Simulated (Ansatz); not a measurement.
[NH3]+ (SMILES [NH3+]): where methods fail along a bond

[NH3]+: 4 atoms, total charge +1, spin state doublet. As SMILES, `[NH3+]`. The shape is that of a GFN2-xTB optimisation.

```xyz
4

N     0.0001   -0.0008   -0.0003
H     0.5107   -0.2387    0.8593
H    -0.9955   -0.2395   -0.0898
H     0.4846    0.4791   -0.7692
```

The N1–H2 distance is scanned; the parts on either side stay rigid. Basis 3-21G, 1 core orbital frozen in the correlated methods; program Ansatz 0.2.0. FCI is exact within this basis and core. Energies in eV from each method's value at 1.028 Å; open shells run as named. The shape above is that at 1.028 Å.

```json
{"distance (Å)": "1.028", "USVWN5": "0.00", "UBLYP": "0.00", "U-revPBE": "0.00", "UHSE06": "0.00", "UB2PLYP": "0.00", "UBCCD(T)": "0.00", "UCCSDT(Q)": "0.00", "FCI": "0.00"}
{"distance (Å)": "1.285", "USVWN5": "0.65", "UBLYP": "0.66", "U-revPBE": "0.68", "UHSE06": "0.77", "UB2PLYP": "0.77", "UBCCD(T)": "0.74", "UCCSDT(Q)": "0.74", "FCI": "0.74"}
{"distance (Å)": "1.542", "USVWN5": "1.91", "UBLYP": "1.90", "U-revPBE": "1.93", "UHSE06": "2.11", "UB2PLYP": "2.11", "UBCCD(T)": "2.02", "UCCSDT(Q)": "2.01", "FCI": "2.01"}
{"distance (Å)": "2.056", "USVWN5": "4.07", "UBLYP": "3.93", "U-revPBE": "4.00", "UHSE06": "4.29", "UB2PLYP": "4.36", "UBCCD(T)": "4.18", "UCCSDT(Q)": "4.16", "FCI": "4.16"}
{"distance (Å)": "2.569", "USVWN5": "5.13", "UBLYP": "4.83", "U-revPBE": "4.87", "UHSE06": "5.23", "UB2PLYP": "5.37", "UBCCD(T)": "5.30", "UCCSDT(Q)": "5.25", "FCI": "5.25"}
```

Departure from the FCI curve at its largest: USVWN5 -0.12 eV at 2.57 Å; UBLYP -0.42 eV at 2.57 Å; U-revPBE -0.38 eV at 2.57 Å; UHSE06 +0.13 eV at 2.06 Å; UB2PLYP +0.20 eV at 2.06 Å; UBCCD(T) +0.05 eV at 2.57 Å; UCCSDT(Q) within 0.005 eV. For the functionals part of the departure is owed to the small basis.

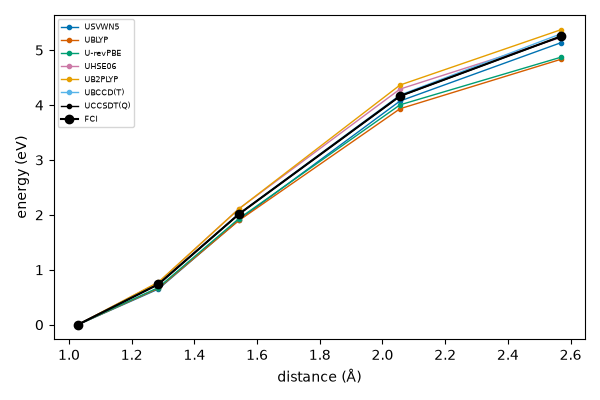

The curves of the table.
